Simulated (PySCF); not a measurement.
**C₂H₉B₂P: NMR shifts at several levels of theory**

How much do the NMR shifts of C₂H₉B₂P (`BPB(C)C`) depend on the level of theory, and what does each level cost?

Computed with PySCF 2.14.0, with density-fitted response routines of our own, on a single molecule in the gas phase. Atoms are numbered from 0 throughout.

### Step 1. The molecule as given

14 atoms, charge 0, multiplicity 1; geometry from: GFN2-xTB. The atoms were then displaced at random by about 0.01 Å, so the start is not that level's minimum.

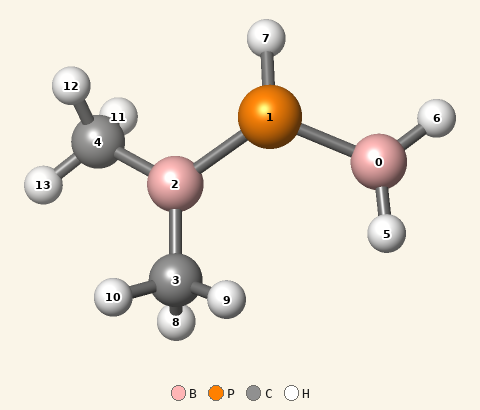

The starting geometry (boron pink, phosphorus orange, carbon grey, hydrogen white), atoms numbered; sticks join atoms by distance.

### Step 2. Optimising the geometry at PBE0-D3(BJ)/def2-SVP

Job settings and geometry (Å):

```
{"job": {"xc": "PBE0", "basis": "def2-SVP", "d3": "d3bj", "grid": 1, "shake": 0.01, "kind": "geom"}, "charge": 0, "multiplicity": 1}
B      2.367440    -1.247500     0.114990
P      1.193610    -0.066430     0.870020
B     -0.469300     0.233920     0.101880
C     -1.209210    -0.968410    -0.532710
C     -1.074040     1.684980     0.127320
H      1.920420    -2.192090    -0.382580
H      3.510060    -1.043510     0.177490
H      1.815580     1.153970     1.140590
H     -1.324300    -0.835160    -1.589670
H     -0.780880    -1.942070    -0.345850
H     -2.274440    -1.024130    -0.149620
H     -0.440950     2.396640    -0.406390
H     -1.153030     2.088100     1.146020
H     -2.088110     1.746610    -0.279240
```

On the command line:

```bash
$ OMP_NUM_THREADS=1 python probes_run.py task.json out
```

This one command runs all jobs of the session in turn.

The program printed:

```text
step   0  E = -472.18298526  max force = 0.028127
step   1  E = -472.18823774  max force = 0.004746
step   2  E = -472.18840635  max force = 0.001016
step   3  E = -472.18845885  max force = 0.001556
step   4  E = -472.18851669  max force = 0.001591
step   5  E = -472.18860097  max force = 0.001295
step   6  E = -472.18867596  max force = 0.001066
step   7  E = -472.18876568  max force = 0.001425
step   8  E = -472.18880688  max force = 0.001679
step   9  E = -472.18882643  max force = 0.000612
step  10  E = -472.18883198  max force = 0.000220
optimisation converged
```

Run time: 54 s. Hardware: 1 thread of Arm Neoverse V1, shared host; peak memory 0.52 GiB.

Relaxation path:

| step | energy from step 0 (eV) | largest force component (eV/Å) |
| --- | --- | --- |
| 0 | 0.0000 | 1.4463 |
| 1 | -0.1429 | 0.2440 |
| 2 | -0.1475 | 0.0522 |
| 3 | -0.1489 | 0.0800 |
| 4 | -0.1505 | 0.0818 |
| 5 | -0.1528 | 0.0666 |
| 6 | -0.1549 | 0.0548 |
| 7 | -0.1573 | 0.0733 |
| 8 | -0.1584 | 0.0863 |
| 9 | -0.1589 | 0.0315 |
| 10 | -0.1591 | 0.0113 |

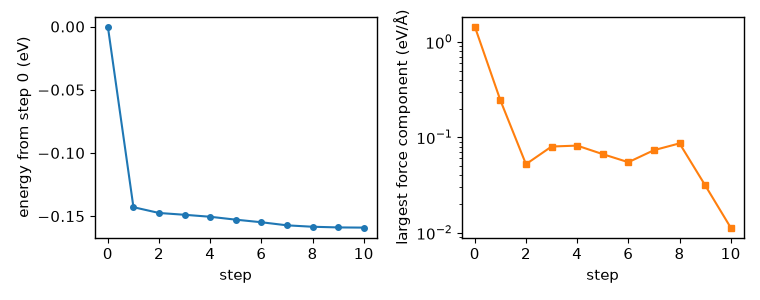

Energy and force, step by step.

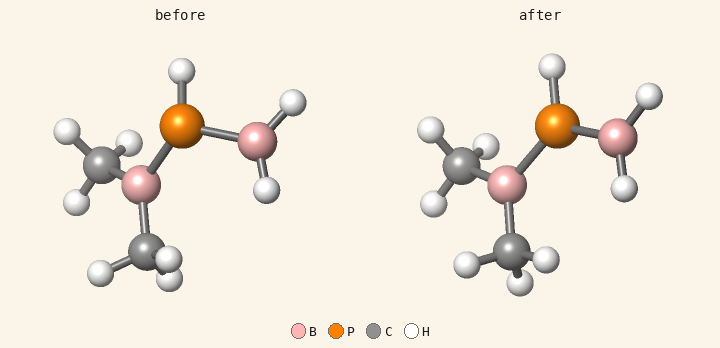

The geometry before (left) and after (right).

Close pairs (by a distance rule), those that changed most:

| bond | before (Å) | after (Å) | change (Å) |
| --- | --- | --- | --- |
| B0–H5 | 1.157 | 1.205 | +0.048 |
| B0–H6 | 1.162 | 1.205 | +0.042 |
| C3–H8 | 1.072 | 1.104 | +0.033 |
| C3–H10 | 1.133 | 1.105 | -0.028 |
| B2–C3 | 1.548 | 1.568 | +0.020 |
| C3–H9 | 1.080 | 1.098 | +0.018 |
| P1–B2 | 1.856 | 1.873 | +0.017 |
| P1–H7 | 1.396 | 1.411 | +0.015 |

The next job starts from the end point, and lists it.

| at the end point | value |
| --- | --- |
| point group (found at 0.08 Å tolerance) | C1 |
| rotational constants (GHz, main isotopes) | 6.147, 2.437, 1.785 |
| dipole moment (D) | 1.66 |

### Step 3. Nuclear shieldings: HF/pcSseg-1

Job settings and geometry (Å):

```
{"job": {"kind": "nmr", "xc": "HF", "basis": "pcSseg-1", "pop": false}, "charge": 0, "multiplicity": 1}
B      2.464238    -1.322553     0.236265
P      1.408333     0.138550     0.455902
B     -0.378916     0.326045    -0.072188
C     -1.122510    -0.933501    -0.636707
C     -1.079678     1.726206     0.084054
H      1.957184    -2.320375    -0.210980
H      3.626553    -1.273460     0.549121
H      2.033141     1.309272     0.936609
H     -1.551170    -0.691911    -1.625058
H     -0.522246    -1.848942    -0.726152
H     -1.989442    -1.146657     0.014894
H     -0.546076     2.497721    -0.497266
H     -1.045708     2.068585     1.132686
H     -2.131072     1.720431    -0.240353
```

Level: GIAO HF/pcSseg-1 NMR shielding, non-relativistic, gas phase.

The program printed:

```text
final grid: 105112 points
cycle   1  E = -470.9768939570  dE =  5.436e-01  |g| = 3.544e-01  |ddm| = 2.960e+00
cycle   2  E = -471.0330757699  dE = -5.618e-02  |g| = 9.465e-02  |ddm| = 4.783e-01
cycle   3  E = -471.0382017095  dE = -5.126e-03  |g| = 1.644e-02  |ddm| = 1.875e-01
cycle   4  E = -471.0383608053  dE = -1.591e-04  |g| = 4.654e-03  |ddm| = 3.366e-02
cycle   5  E = -471.0383765991  dE = -1.579e-05  |g| = 1.655e-03  |ddm| = 1.084e-02
cycle   6  E = -471.0383791016  dE = -2.502e-06  |g| = 5.897e-04  |ddm| = 4.665e-03
cycle   7  E = -471.0383794547  dE = -3.531e-07  |g| = 1.696e-04  |ddm| = 1.852e-03
cycle   8  E = -471.0383794920  dE = -3.733e-08  |g| = 6.164e-05  |ddm| = 5.197e-04
cycle   9  E = -471.0383794967  dE = -4.718e-09  |g| = 1.902e-05  |ddm| = 2.057e-04
cycle  10  E = -471.0383794973  dE = -5.408e-10  |g| = 5.565e-06  |ddm| = 7.396e-05
converged SCF energy = -471.0383794973

GIAO shielding tensors (ppm)
atom      isotropic    diamagn.    paramagn.     s11        s22        s33       span
  0 B       52.155     194.077    -141.921    -27.217     34.986    148.697    175.915
  1 P      385.929     971.921    -585.992    218.215    425.383    514.189    295.974
  2 B       37.436     188.950    -151.514    -13.935     -2.074    128.316    142.251
  3 C      180.050     252.291     -72.241    161.961    188.080    190.107     28.146
  4 C      181.185     251.883     -70.698    165.473    185.219    192.864     27.391
  5 H       24.686      30.013      -5.327     18.869     26.109     29.080     10.211
  6 H       24.735      28.785      -4.050     19.455     26.435     28.315      8.860
  7 H       27.078      32.199      -5.121     22.575     25.980     32.681     10.106
  8 H       30.815      30.587       0.228     26.734     28.849     36.863     10.128
  9 H       29.999      32.330      -2.331     24.846     29.693     35.457     10.612
 10 H       30.835      30.633       0.202     26.853     28.693     36.958     10.104
 11 H       30.668      30.387       0.282     26.165     29.402     36.438     10.272
 12 H       30.651      30.490       0.160     26.149     29.405     36.398     10.248
 13 H       30.754      30.559       0.196     26.313     29.502     36.449     10.136
```

Wall time 4.8 s (1 thread of Arm Neoverse V1, shared host); peak memory 0.7 GiB.

Shifts follow as δ = σ(reference) − σ, with reference shieldings (ppm) from runs at the same level and on the same kind of geometry: 1H TMS 31.69, 13C TMS 190.8, 31P H3PO4 356.2, 11B BF3·OEt2 115.3. The references are single molecules in the gas phase, so shifts against H2O, NH3, PH3, H3PO4 or CFCl3 are not on the usual liquid scales and can be off by tens of ppm. Atoms listed in one row are averaged.

| atoms | environment | σ (ppm) | δ (ppm) |
| --- | --- | --- | --- |
| C3, C4 | methyl carbon bonded to B | 180.6 | 10.2 |
| H5, H6 | hydrogen on a boron bonded to P | 24.71 | 6.98 |
| H7 | hydrogen on a phosphorus bonded to 2 B | 27.08 | 4.61 |
| H8, H9, H10, H11, H12, H13 | hydrogen on a methyl carbon bonded to B | 30.62 | 1.07 |
| B2 | boron bonded to 2 C, P | 37.4 | 77.9 |
| B0 | boron bonded to P, 2 H | 52.2 | 63.1 |
| P1 | phosphorus bonded to 2 B, H | 385.9 | -29.7 |

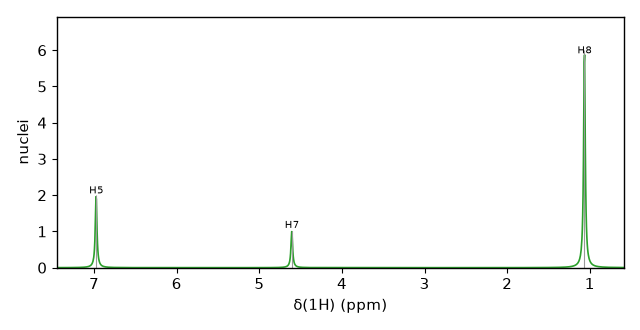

1H lines at the computed shifts, without couplings. Lines are broadened to a width of 0.02 ppm (Lorentzian).

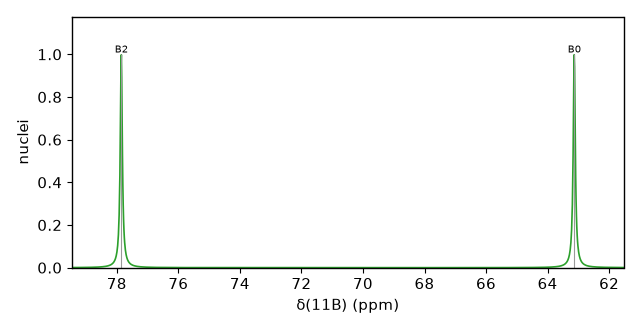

11B lines at the computed shifts, without couplings. Lines are broadened to a width of 0.08 ppm (Lorentzian).

### Step 4. NMR shieldings: LDA/pcSseg-1

Settings changed since step 3:

```diff
@@ -1,2 +1,2 @@
-{"job": {"kind": "nmr", "xc": "HF", "basis": "pcSseg-1", "pop": false}, "charge": 0, "multiplicity": 1}
+{"job": {"kind": "nmr", "xc": "LDA", "basis": "pcSseg-1", "pop": false}, "charge": 0, "multiplicity": 1}
 B      2.464238    -1.322553     0.236265
```

Method: GIAO LDA/pcSseg-1 NMR shielding, non-relativistic, gas phase.

The program printed:

```text
coarse grid: 11552 points
cycle   1  E = -469.8849377057  dE =  7.067e-02  |g| = 6.382e-01  |ddm| = 3.208e+00
cycle   2  E = -469.7220819377  dE =  1.629e-01  |g| = 9.724e-01  |ddm| = 1.557e+00
cycle   3  E = -469.9971520098  dE = -2.751e-01  |g| = 8.908e-02  |ddm| = 1.082e+00
cycle   4  E = -469.9995540975  dE = -2.402e-03  |g| = 4.306e-02  |ddm| = 1.819e-01
cycle   5  E = -470.0000748061  dE = -5.207e-04  |g| = 1.406e-02  |ddm| = 5.637e-02
cycle   6  E = -470.0001314519  dE = -5.665e-05  |g| = 6.895e-03  |ddm| = 2.401e-02
cycle   7  E = -470.0001496661  dE = -1.821e-05  |g| = 1.201e-03  |ddm| = 9.075e-03
cycle   8  E = -470.0001501541  dE = -4.880e-07  |g| = 2.457e-04  |ddm| = 1.502e-03
final grid: 105112 points
cycle   9  E = -470.0373261011  dE = -2.794e-05  |g| = 4.648e-03  |ddm| = 2.214e-02
cycle  10  E = -470.0373179846  dE =  8.117e-06  |g| = 7.308e-03  |ddm| = 9.470e-03
cycle  11  E = -470.0373314915  dE = -1.351e-05  |g| = 5.727e-04  |ddm| = 6.100e-03
cycle  12  E = -470.0373315898  dE = -9.834e-08  |g| = 2.508e-04  |ddm| = 9.791e-04
cycle  13  E = -470.0373316109  dE = -2.113e-08  |g| = 9.213e-05  |ddm| = 3.738e-04
cycle  14  E = -470.0373316141  dE = -3.195e-09  |g| = 1.514e-05  |ddm| = 1.291e-04
cycle  15  E = -470.0373316142  dE = -6.025e-11  |g| = 4.034e-06  |ddm| = 1.873e-05
converged SCF energy = -470.0373316142

GIAO shielding tensors (ppm)
atom      isotropic    diamagn.    paramagn.     s11        s22        s33       span
  0 B       30.928     197.655    -166.727    -51.533      0.275    144.043    195.576
  1 P      257.299     972.523    -715.224     14.176    360.874    396.848    382.672
  2 B       11.959     192.704    -180.745    -50.601    -27.316    113.794    164.395
  3 C      166.021     253.474     -87.453    139.384    176.478    182.201     42.818
  4 C      166.933     253.071     -86.138    145.093    174.093    181.612     36.519
  5 H       23.248      29.682      -6.434     16.694     25.481     27.568     10.874
  6 H       23.394      27.857      -4.463     17.610     25.894     26.679      9.069
  7 H       24.839      30.421      -5.581     21.596     24.060     28.862      7.265
  8 H       29.763      29.705       0.058     26.068     28.024     35.196      9.128
  9 H       28.826      31.685      -2.860     24.228     28.669     33.579      9.351
 10 H       29.810      29.739       0.072     26.179     27.894     35.358      9.179
 11 H       29.654      29.534       0.120     25.609     28.456     34.898      9.289
 12 H       29.639      29.639       0.000     25.593     28.456     34.868      9.275
 13 H       29.677      29.892      -0.214     25.878     28.807     34.348      8.470
```

It took 14 s on 1 thread of Arm Neoverse V1, shared host; peak memory 0.7 GiB.

This run: δ C3 14.2, B2 80.9, B0 62.0, P1 18.6, H5 7.51, H7 5.99 ppm (means over like atoms).

### Step 5. NMR shieldings: PBE/pcSseg-1

Settings changed since step 4:

```diff
@@ -1,2 +1,2 @@
-{"job": {"kind": "nmr", "xc": "LDA", "basis": "pcSseg-1", "pop": false}, "charge": 0, "multiplicity": 1}
+{"job": {"kind": "nmr", "xc": "PBE", "basis": "pcSseg-1", "pop": false}, "charge": 0, "multiplicity": 1}
 B      2.464238    -1.322553     0.236265
```

Method: GIAO PBE/pcSseg-1 NMR shielding, non-relativistic, gas phase.

The program printed:

```text
coarse grid: 11552 points
cycle   1  E = -472.1458735680  dE =  7.133e-02  |g| = 6.019e-01  |ddm| = 3.205e+00
cycle   2  E = -472.0084698546  dE =  1.374e-01  |g| = 9.024e-01  |ddm| = 1.499e+00
cycle   3  E = -472.2480263452  dE = -2.396e-01  |g| = 7.834e-02  |ddm| = 1.020e+00
cycle   4  E = -472.2499105400  dE = -1.884e-03  |g| = 3.637e-02  |ddm| = 1.619e-01
cycle   5  E = -472.2502874070  dE = -3.769e-04  |g| = 1.180e-02  |ddm| = 4.846e-02
cycle   6  E = -472.2503264276  dE = -3.902e-05  |g| = 5.823e-03  |ddm| = 2.018e-02
cycle   7  E = -472.2503396014  dE = -1.317e-05  |g| = 9.974e-04  |ddm| = 7.783e-03
cycle   8  E = -472.2503399282  dE = -3.268e-07  |g| = 2.249e-04  |ddm| = 1.277e-03
final grid: 105112 points
cycle   9  E = -472.2862786854  dE = -2.357e-05  |g| = 1.252e-02  |ddm| = 3.190e-02
cycle  10  E = -472.2862082628  dE =  7.042e-05  |g| = 2.015e-02  |ddm| = 2.920e-02
cycle  11  E = -472.2863206925  dE = -1.124e-04  |g| = 1.219e-03  |ddm| = 1.965e-02
cycle  12  E = -472.2863212612  dE = -5.687e-07  |g| = 2.227e-04  |ddm| = 2.173e-03
cycle  13  E = -472.2863212740  dE = -1.280e-08  |g| = 5.935e-05  |ddm| = 2.716e-04
cycle  14  E = -472.2863212747  dE = -6.681e-10  |g| = 3.827e-05  |ddm| = 1.065e-04
cycle  15  E = -472.2863212752  dE = -4.917e-10  |g| = 9.186e-06  |ddm| = 5.035e-05
converged SCF energy = -472.2863212752

GIAO shielding tensors (ppm)
atom      isotropic    diamagn.    paramagn.     s11        s22        s33       span
  0 B       37.479     197.415    -159.936    -41.727     11.392    142.772    184.500
  1 P      288.345     972.293    -683.948     73.756    371.510    419.769    346.012
  2 B       17.955     192.849    -174.894    -40.428    -20.404    114.699    155.127
  3 C      166.053     252.245     -86.192    142.676    175.724    179.759     37.083
  4 C      166.731     251.759     -85.028    147.261    172.350    180.581     33.321
  5 H       23.836      30.158      -6.321     17.540     25.943     28.026     10.487
  6 H       23.991      28.298      -4.307     18.375     26.388     27.210      8.835
  7 H       25.595      31.151      -5.556     22.246     24.837     29.702      7.457
  8 H       30.148      30.080       0.067     26.589     28.496     35.358      8.769
  9 H       29.264      32.036      -2.772     24.767     29.154     33.872      9.106
 10 H       30.190      30.123       0.067     26.699     28.372     35.500      8.801
 11 H       30.031      29.892       0.139     26.113     28.959     35.021      8.907
 12 H       30.017      30.000       0.017     26.097     28.959     34.993      8.896
 13 H       30.091      30.203      -0.112     26.398     29.222     34.652      8.253
```

It took 16 s on 1 thread of Arm Neoverse V1, shared host; peak memory 0.73 GiB.

This run: δ C3 13.6, B2 76.8, B0 57.3, P1 7.3, H5 7.28, H7 5.60 ppm (means over like atoms).

### Step 6. Shielding tensors: BLYP/pcSseg-1

Settings changed since step 5:

```diff
@@ -1,2 +1,2 @@
-{"job": {"kind": "nmr", "xc": "PBE", "basis": "pcSseg-1", "pop": false}, "charge": 0, "multiplicity": 1}
+{"job": {"kind": "nmr", "xc": "BLYP", "basis": "pcSseg-1", "pop": false}, "charge": 0, "multiplicity": 1}
 B      2.464238    -1.322553     0.236265
```

Method: GIAO BLYP/pcSseg-1 NMR shielding, non-relativistic, gas phase.

The program printed:

```text
coarse grid: 11552 points
cycle   1  E = -472.4136495663  dE =  6.879e-02  |g| = 6.277e-01  |ddm| = 3.220e+00
cycle   2  E = -472.2593078700  dE =  1.543e-01  |g| = 9.478e-01  |ddm| = 1.564e+00
cycle   3  E = -472.5235409779  dE = -2.642e-01  |g| = 8.125e-02  |ddm| = 1.071e+00
cycle   4  E = -472.5253929043  dE = -1.852e-03  |g| = 4.248e-02  |ddm| = 1.711e-01
cycle   5  E = -472.5259282549  dE = -5.354e-04  |g| = 1.360e-02  |ddm| = 5.706e-02
cycle   6  E = -472.5259832909  dE = -5.504e-05  |g| = 6.082e-03  |ddm| = 2.252e-02
cycle   7  E = -472.5259977612  dE = -1.447e-05  |g| = 9.552e-04  |ddm| = 8.076e-03
cycle   8  E = -472.5259980578  dE = -2.966e-07  |g| = 2.347e-04  |ddm| = 1.250e-03
final grid: 105112 points
cycle   9  E = -472.5643103744  dE = -2.657e-05  |g| = 8.830e-03  |ddm| = 2.290e-02
cycle  10  E = -472.5642811698  dE =  2.920e-05  |g| = 1.373e-02  |ddm| = 1.799e-02
cycle  11  E = -472.5643293775  dE = -4.821e-05  |g| = 1.324e-03  |ddm| = 1.195e-02
cycle  12  E = -472.5643300322  dE = -6.547e-07  |g| = 2.610e-04  |ddm| = 1.810e-03
cycle  13  E = -472.5643300537  dE = -2.152e-08  |g| = 1.198e-04  |ddm| = 4.481e-04
cycle  14  E = -472.5643300588  dE = -5.026e-09  |g| = 1.976e-05  |ddm| = 1.687e-04
cycle  15  E = -472.5643300589  dE = -1.071e-10  |g| = 5.711e-06  |ddm| = 2.680e-05
converged SCF energy = -472.5643300589

GIAO shielding tensors (ppm)
atom      isotropic    diamagn.    paramagn.     s11        s22        s33       span
  0 B       34.832     197.204    -162.373    -44.556     10.878    138.173    182.729
  1 P      273.767     972.382    -698.615     62.924    349.932    408.445    345.521
  2 B       14.323     193.516    -179.193    -42.806    -24.554    110.330    153.136
  3 C      162.222     250.774     -88.553    140.058    172.089    174.519     34.461
  4 C      162.884     250.198     -87.314    144.328    167.271    177.053     32.725
  5 H       24.262      30.681      -6.420     18.115     26.272     28.398     10.283
  6 H       24.428      28.572      -4.144     18.918     26.745     27.622      8.704
  7 H       26.048      31.342      -5.293     22.637     25.365     30.143      7.507
  8 H       30.358      30.170       0.188     26.936     28.819     35.318      8.381
  9 H       29.538      32.232      -2.695     25.137     29.484     33.991      8.854
 10 H       30.396      30.227       0.169     27.047     28.698     35.443      8.396
 11 H       30.238      29.997       0.241     26.447     29.298     34.969      8.522
 12 H       30.225      30.109       0.116     26.436     29.297     34.943      8.508
 13 H       30.338      30.264       0.073     26.765     29.520     34.727      7.962
```

Run time: 16 s. Hardware: 1 thread of Arm Neoverse V1, shared host; peak memory 0.73 GiB.

In short: δ C3 12.8, B2 78.5, B0 58.0, P1 11.7, H5 7.02, H7 5.31 ppm (means over like atoms).

### Step 7. Shielding tensors: BP86/pcSseg-1

Settings changed since step 6:

```diff
@@ -1,2 +1,2 @@
-{"job": {"kind": "nmr", "xc": "BLYP", "basis": "pcSseg-1", "pop": false}, "charge": 0, "multiplicity": 1}
+{"job": {"kind": "nmr", "xc": "BP86", "basis": "pcSseg-1", "pop": false}, "charge": 0, "multiplicity": 1}
 B      2.464238    -1.322553     0.236265
```

Method: GIAO BP86/pcSseg-1 NMR shielding, non-relativistic, gas phase.

The program printed:

```text
coarse grid: 11552 points
cycle   1  E = -472.5495986024  dE =  6.951e-02  |g| = 5.881e-01  |ddm| = 3.203e+00
cycle   2  E = -472.4271564857  dE =  1.224e-01  |g| = 8.684e-01  |ddm| = 1.412e+00
cycle   3  E = -472.6469474049  dE = -2.198e-01  |g| = 7.557e-02  |ddm| = 9.493e-01
cycle   4  E = -472.6486918078  dE = -1.744e-03  |g| = 3.431e-02  |ddm| = 1.533e-01
cycle   5  E = -472.6490297086  dE = -3.379e-04  |g| = 1.044e-02  |ddm| = 4.563e-02
cycle   6  E = -472.6490587391  dE = -2.903e-05  |g| = 5.405e-03  |ddm| = 1.796e-02
cycle   7  E = -472.6490701628  dE = -1.142e-05  |g| = 9.185e-04  |ddm| = 7.344e-03
cycle   8  E = -472.6490704535  dE = -2.907e-07  |g| = 2.009e-04  |ddm| = 1.182e-03
final grid: 105112 points
cycle   9  E = -472.6839643781  dE = -3.064e-05  |g| = 5.962e-03  |ddm| = 2.648e-02
cycle  10  E = -472.6839478556  dE =  1.652e-05  |g| = 9.578e-03  |ddm| = 1.442e-02
cycle  11  E = -472.6839741192  dE = -2.626e-05  |g| = 6.162e-04  |ddm| = 9.549e-03
cycle  12  E = -472.6839742421  dE = -1.229e-07  |g| = 2.320e-04  |ddm| = 1.274e-03
cycle  13  E = -472.6839742572  dE = -1.511e-08  |g| = 9.280e-05  |ddm| = 3.180e-04
cycle  14  E = -472.6839742601  dE = -2.892e-09  |g| = 3.262e-05  |ddm| = 1.445e-04
cycle  15  E = -472.6839742605  dE = -4.286e-10  |g| = 4.209e-06  |ddm| = 4.380e-05
converged SCF energy = -472.6839742605

GIAO shielding tensors (ppm)
atom      isotropic    diamagn.    paramagn.     s11        s22        s33       span
  0 B       38.449     197.148    -158.699    -40.028     13.149    142.227    182.254
  1 P      288.537     972.439    -683.902     76.335    369.536    419.740    343.405
  2 B       18.957     192.810    -173.853    -38.431    -18.864    114.168    152.598
  3 C      165.805     252.909     -87.104    142.799    175.263    179.354     36.555
  4 C      166.543     252.426     -85.883    147.329    172.266    180.034     32.705
  5 H       23.961      30.224      -6.263     17.737     26.023     28.124     10.387
  6 H       24.108      28.382      -4.273     18.556     26.461     27.308      8.752
  7 H       25.734      31.209      -5.475     22.337     24.949     29.916      7.579
  8 H       30.221      30.204       0.017     26.674     28.568     35.420      8.746
  9 H       29.367      32.166      -2.799     24.874     29.273     33.954      9.079
 10 H       30.261      30.252       0.009     26.784     28.440     35.558      8.774
 11 H       30.112      30.023       0.089     26.196     29.046     35.094      8.898
 12 H       30.099      30.133      -0.034     26.182     29.048     35.066      8.884
 13 H       30.178      30.315      -0.136     26.483     29.308     34.745      8.262
```

Wall time 16 s (1 thread of Arm Neoverse V1, shared host); peak memory 0.73 GiB.

This run: δ C3 13.6, B2 76.3, B0 56.8, P1 6.0, H5 7.23, H7 5.53 ppm (means over like atoms).

[end of part 1 of 2]
